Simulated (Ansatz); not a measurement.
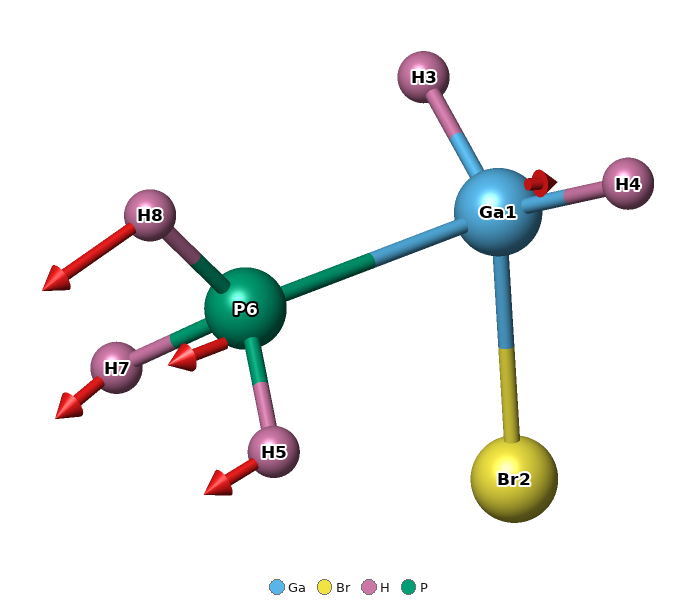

The arrows show one normal mode. Harmonic vibrations computed with RKS PBE0-D4/def2-TZVP (Ansatz 0.2.0) at a stationary point of the same level.

What kind of motion is it?

Answer. Mostly Ga–P stretching.

At what wavenumber does it lie?

Answer. 201 cm⁻¹; it is mode 3 of 18 counted from the lowest.
